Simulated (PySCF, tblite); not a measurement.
# 1,1,1-trifluorobutane (C₄H₇F₃): a rotation path, then NMR shifts on frames, part 2 of 2

tblite 0.8.0 and PySCF 2.14.0. Atoms count from 0. Earlier steps stand in the parts before.

## Step 5: Nuclear shieldings: image 4, PBE0/pcSseg-1

What the job is given:

```
{"job": {"kind": "nmr", "xc": "PBE0", "basis": "pcSseg-1", "pop": false}, "charge": 0, "multiplicity": 1}
C      1.968300    -0.015700    -0.084800
C      0.550400    -0.565000    -0.165400
C     -0.479000     0.565800    -0.127800
C     -1.908500     0.042100    -0.192600
F     -2.578400     0.519800    -1.255600
F     -1.985300    -1.294100    -0.277400
F     -2.628500     0.382600     0.889500
H      2.113800     0.533900     0.842500
H      2.686400    -0.829700    -0.119400
H      2.164800     0.653600    -0.918600
H      0.370700    -1.249700     0.665300
H      0.425900    -1.126900    -1.092500
H     -0.372200     1.149500     0.788700
H     -0.329100     1.233400    -0.978900
```

With the program's defaults for keys left out, this is: GIAO PBE0/pcSseg-1 NMR shielding, non-relativistic, gas phase.

The log of the run:

```text
coarse grid: 11944 points
cycle   1  E = -455.4748472105  dE =  8.619e-01  |g| = 8.922e-01  |ddm| = 3.091e+00
cycle   2  E = -455.3524215980  dE =  1.224e-01  |g| = 1.292e+00  |ddm| = 1.052e+00
cycle   3  E = -455.6134646618  dE = -2.610e-01  |g| = 6.067e-02  |ddm| = 6.191e-01
cycle   4  E = -455.6140224991  dE = -5.578e-04  |g| = 3.527e-02  |ddm| = 6.460e-02
cycle   5  E = -455.6142989230  dE = -2.764e-04  |g| = 4.403e-03  |ddm| = 2.764e-02
cycle   6  E = -455.6143030610  dE = -4.138e-06  |g| = 1.016e-03  |ddm| = 4.367e-03
final grid: 117248 points
cycle   7  E = -455.6755925984  dE = -5.095e-05  |g| = 8.838e-03  |ddm| = 2.495e-02
cycle   8  E = -455.6755836409  dE =  8.958e-06  |g| = 1.134e-02  |ddm| = 1.391e-02
cycle   9  E = -455.6756103728  dE = -2.673e-05  |g| = 7.948e-04  |ddm| = 7.408e-03
cycle  10  E = -455.6756104670  dE = -9.423e-08  |g| = 2.556e-04  |ddm| = 5.879e-04
cycle  11  E = -455.6756104777  dE = -1.068e-08  |g| = 6.023e-05  |ddm| = 1.707e-04
cycle  12  E = -455.6756104784  dE = -7.308e-10  |g| = 1.192e-05  |ddm| = 5.106e-05
converged SCF energy = -455.6756104784

GIAO shielding tensors (ppm)
atom      isotropic    diamagn.    paramagn.     s11        s22        s33       span
  0 C      171.274     246.259     -74.985    162.261    163.862    187.700     25.439
  1 C      164.989     247.900     -82.912    155.028    165.149    174.789     19.761
  2 C      143.385     252.300    -108.915    121.194    131.869    177.091     55.897
  3 C       51.207     241.257    -190.050     47.069     50.797     55.754      8.686
  4 F      238.645     471.309    -232.665    169.704    206.315    339.915    170.211
  5 F      254.671     474.977    -220.306    174.218    258.281    331.514    157.296
  6 F      239.367     471.965    -232.598    169.934    208.283    339.885    169.951
  7 H       30.839      29.670       1.169     26.499     28.970     37.046     10.547
  8 H       30.337      28.369       1.968     25.636     27.600     37.777     12.141
  9 H       30.854      29.492       1.362     26.510     29.003     37.048     10.538
 10 H       30.026      31.692      -1.666     24.648     30.579     34.850     10.203
 11 H       30.034      31.490      -1.457     24.711     30.529     34.862     10.151
 12 H       29.448      31.570      -2.122     25.134     30.396     32.814      7.680
 13 H       29.429      31.302      -1.873     25.130     30.355     32.802      7.672
```

It took 11 s on 1 thread of Arm Neoverse V2, shared host; peak memory 0.75 GiB.

In short: δ C3 135.7, C2 43.5, C1 21.9, C0 15.7, H13 2.29, H12 2.27 ppm.

## Step 6: Shielding tensors: image 6, PBE0/pcSseg-1

What the job is given:

```
{"job": {"kind": "nmr", "xc": "PBE0", "basis": "pcSseg-1", "pop": false}, "charge": 0, "multiplicity": 1}
C      1.966200    -0.015000    -0.111900
C      0.547900    -0.553200    -0.245700
C     -0.481100     0.559600    -0.042700
C     -1.901900     0.037300    -0.166200
F     -2.362700     0.114100    -1.425800
F     -2.031300    -1.245800     0.203000
F     -2.766900     0.728800     0.594800
H      2.119300     0.412400     0.876700
H      2.685200    -0.816000    -0.255500
H      2.153400     0.755500    -0.855200
H      0.382600    -1.338700     0.493700
H      0.407500    -0.991000    -1.235400
H     -0.366200     1.015000     0.942600
H     -0.352700     1.336600    -0.799600
```

With the program's defaults for keys left out, this is: GIAO PBE0/pcSseg-1 NMR shielding, non-relativistic, gas phase.

The log of the run:

```text
coarse grid: 11944 points
cycle   1  E = -455.4794873495  dE =  8.627e-01  |g| = 8.899e-01  |ddm| = 3.094e+00
cycle   2  E = -455.3587161640  dE =  1.208e-01  |g| = 1.286e+00  |ddm| = 1.046e+00
cycle   3  E = -455.6172111264  dE = -2.585e-01  |g| = 6.065e-02  |ddm| = 6.163e-01
cycle   4  E = -455.6177684318  dE = -5.573e-04  |g| = 3.506e-02  |ddm| = 6.435e-02
cycle   5  E = -455.6180413191  dE = -2.729e-04  |g| = 4.426e-03  |ddm| = 2.759e-02
cycle   6  E = -455.6180455293  dE = -4.210e-06  |g| = 9.934e-04  |ddm| = 4.404e-03
final grid: 117248 points
cycle   7  E = -455.6782898474  dE = -4.797e-05  |g| = 8.373e-03  |ddm| = 2.441e-02
cycle   8  E = -455.6782821312  dE =  7.716e-06  |g| = 1.065e-02  |ddm| = 1.332e-02
cycle   9  E = -455.6783061659  dE = -2.403e-05  |g| = 7.922e-04  |ddm| = 7.085e-03
cycle  10  E = -455.6783062576  dE = -9.173e-08  |g| = 2.358e-04  |ddm| = 5.757e-04
cycle  11  E = -455.6783062662  dE = -8.592e-09  |g| = 6.220e-05  |ddm| = 1.566e-04
cycle  12  E = -455.6783062670  dE = -8.120e-10  |g| = 1.107e-05  |ddm| = 5.175e-05
converged SCF energy = -455.6783062670

GIAO shielding tensors (ppm)
atom      isotropic    diamagn.    paramagn.     s11        s22        s33       span
  0 C      171.180     246.253     -75.073    161.784    164.086    187.672     25.888
  1 C      165.749     248.319     -82.571    155.935    167.937    173.374     17.439
  2 C      144.484     251.936    -107.452    122.837    136.935    173.680     50.843
  3 C       51.130     241.868    -190.738     46.598     50.160     56.633     10.035
  4 F      249.900     472.513    -222.613    164.652    238.557    346.492    181.840
  5 F      258.101     474.998    -216.897    172.079    268.222    334.002    161.923
  6 F      244.359     471.292    -226.933    161.913    229.540    341.623    179.711
  7 H       30.819      29.700       1.119     26.516     28.971     36.970     10.454
  8 H       30.337      28.362       1.975     25.637     27.569     37.805     12.169
  9 H       30.835      29.491       1.344     26.451     28.990     37.065     10.615
 10 H       29.919      31.694      -1.775     24.186     30.737     34.834     10.648
 11 H       30.160      31.433      -1.273     25.010     30.442     35.028     10.018
 12 H       29.625      31.636      -2.011     25.133     30.354     33.388      8.255
 13 H       29.556      31.157      -1.600     25.715     29.958     32.996      7.281
```

It took 11 s on 1 thread of Arm Neoverse V2, shared host; peak memory 0.75 GiB.

In short: δ C3 135.8, C2 42.4, C1 21.2, C0 15.7, H13 2.16, H12 2.09 ppm.

## Step 7: Shielding tensors: image 8, PBE0/pcSseg-1

What the job is given:

```
{"job": {"kind": "nmr", "xc": "PBE0", "basis": "pcSseg-1", "pop": false}, "charge": 0, "multiplicity": 1}
C      1.963500    -0.009800    -0.140400
C      0.544600    -0.532100    -0.321600
C     -0.483300     0.541000     0.039500
C     -1.896000     0.032100    -0.143600
F     -2.150000    -0.341300    -1.407400
F     -2.164900    -1.033000     0.627400
F     -2.813300     0.964500     0.165800
H      2.132900     0.287400     0.891900
H      2.683700    -0.780900    -0.399000
H      2.138400     0.852200    -0.779800
H      0.389400    -1.406600     0.313300
H      0.394200    -0.839000    -1.358400
H     -0.374200     0.845000     1.082100
H     -0.365700     1.420100    -0.596800
```

Level: GIAO PBE0/pcSseg-1 NMR shielding, non-relativistic, gas phase.

The log of the run:

```text
coarse grid: 11944 points
cycle   1  E = -455.4833316049  dE =  8.639e-01  |g| = 8.867e-01  |ddm| = 3.098e+00
cycle   2  E = -455.3647764072  dE =  1.186e-01  |g| = 1.278e+00  |ddm| = 1.038e+00
cycle   3  E = -455.6198273902  dE = -2.551e-01  |g| = 6.053e-02  |ddm| = 6.120e-01
cycle   4  E = -455.6203807684  dE = -5.534e-04  |g| = 3.480e-02  |ddm| = 6.390e-02
cycle   5  E = -455.6206492006  dE = -2.684e-04  |g| = 4.451e-03  |ddm| = 2.753e-02
cycle   6  E = -455.6206534803  dE = -4.280e-06  |g| = 9.845e-04  |ddm| = 4.432e-03
final grid: 117248 points
cycle   7  E = -455.6814197914  dE = -4.842e-05  |g| = 8.587e-03  |ddm| = 2.399e-02
cycle   8  E = -455.6814115275  dE =  8.264e-06  |g| = 1.098e-02  |ddm| = 1.342e-02
cycle   9  E = -455.6814366001  dE = -2.507e-05  |g| = 7.695e-04  |ddm| = 7.213e-03
cycle  10  E = -455.6814366874  dE = -8.736e-08  |g| = 2.491e-04  |ddm| = 5.792e-04
cycle  11  E = -455.6814366975  dE = -1.005e-08  |g| = 5.542e-05  |ddm| = 1.567e-04
cycle  12  E = -455.6814366981  dE = -6.436e-10  |g| = 1.122e-05  |ddm| = 4.714e-05
converged SCF energy = -455.6814366981

GIAO shielding tensors (ppm)
atom      isotropic    diamagn.    paramagn.     s11        s22        s33       span
  0 C      171.099     246.184     -75.085    161.483    164.102    187.711     26.228
  1 C      166.538     248.673     -82.135    157.695    169.651    172.268     14.572
  2 C      145.755     251.459    -105.704    125.217    141.791    170.259     45.042
  3 C       50.944     242.608    -191.664     46.390     48.781     57.661     11.270
  4 F      260.970     473.849    -212.879    170.274    267.782    344.854    174.579
  5 F      260.971     474.459    -213.487    170.247    267.784    344.882    174.635
  6 F      250.690     471.114    -220.424    159.810    248.250    344.010    184.200
  7 H       30.804      29.684       1.120     26.461     28.962     36.988     10.527
  8 H       30.331      28.331       2.000     25.631     27.525     37.836     12.205
  9 H       30.806      29.498       1.308     26.463     28.965     36.990     10.527
 10 H       30.051      31.656      -1.605     24.522     30.650     34.981     10.459
 11 H       30.050      31.430      -1.379     24.515     30.671     34.966     10.451
 12 H       29.764      31.485      -1.721     25.736     29.923     33.633      7.898
 13 H       29.771      31.194      -1.423     25.726     29.951     33.636      7.911
```

Wall time 11 s (1 thread of Arm Neoverse V2, shared host); peak memory 0.75 GiB.

Key values: δ C3 136.0, C2 41.2, C1 20.4, C0 15.8, H12 1.95, H13 1.95 ppm.

## Step 8: Run by run: NMR shifts

Shifts (ppm) of some atoms, chosen among heavy atoms and hydrogens apart, with basis size and wall time:

| frame | C2 | C1 | H12 | H13 | F4 | F6 | F5 | functions | time |
| --- | --- | --- | --- | --- | --- | --- | --- | --- | --- |
| image 0 | 41.2 | 20.3 | 1.95 | 1.95 | -79.6 | -90.0 | -90.1 | 154 | 11 s |
| image 2 | 42.4 | 21.2 | 2.12 | 2.11 | -73.4 | -80.3 | -87.7 | 154 | 11 s |
| image 4 | 43.5 | 21.9 | 2.27 | 2.29 | -67.7 | -68.4 | -83.7 | 154 | 11 s |
| image 6 | 42.4 | 21.2 | 2.09 | 2.16 | -79.0 | -73.4 | -87.2 | 154 | 11 s |
| image 8 | 41.2 | 20.4 | 1.95 | 1.95 | -90.0 | -79.7 | -90.0 | 154 | 11 s |

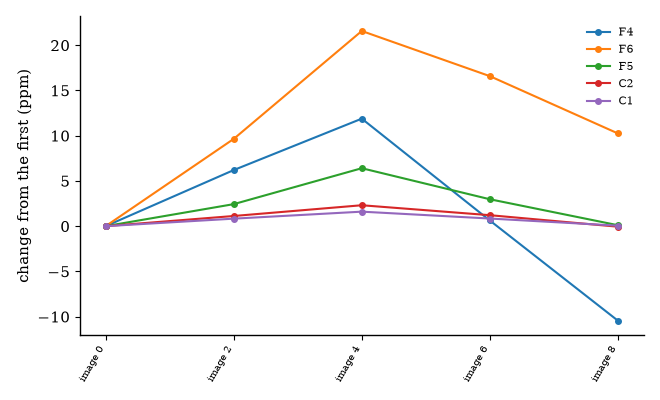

How five of the tabulated atoms move from run to run.

## Step 9: Results

What follows sums up all 2 parts.

| quantity | value |
| --- | --- |
| barrier | 0.094 eV (2.2 kcal/mol) at image 4 |
| end to end (GFN2-xTB) | 0.000 eV |
| 13C shifts against TMS (PBE0/pcSseg-1, image 0) | 136.0, 41.2, 20.3, 15.8 ppm |
| 1H shifts against TMS (PBE0/pcSseg-1, image 0) | 1.95, 1.95, 1.66, 1.66, 1.39, 0.91, 0.90 ppm |
| 19F shifts against CFCl3 (PBE0/pcSseg-1, image 0) | -79.6, -90.0, -90.1 ppm |
| range of the shift of F4 | -90.0 to -67.7 ppm |

Along the band the dihedral turns by 120°, and the top (dihedral 239°) lies 2.2 kcal/mol above the start (GFN2-xTB, rough), so at room temperature this motion is fast. The top was not checked by a frequency run. Shifts at one fixed geometry are not the observed spectrum, which averages over the motion. In the first frame run (image 0): Shielding is most anisotropic at F4 (span 184 ppm, paramagnetic term -220 ppm). In ppm, F4 moves most: its shift spreads over 22.3 ppm, from -90.0 (image 8) to -67.7 (image 4).
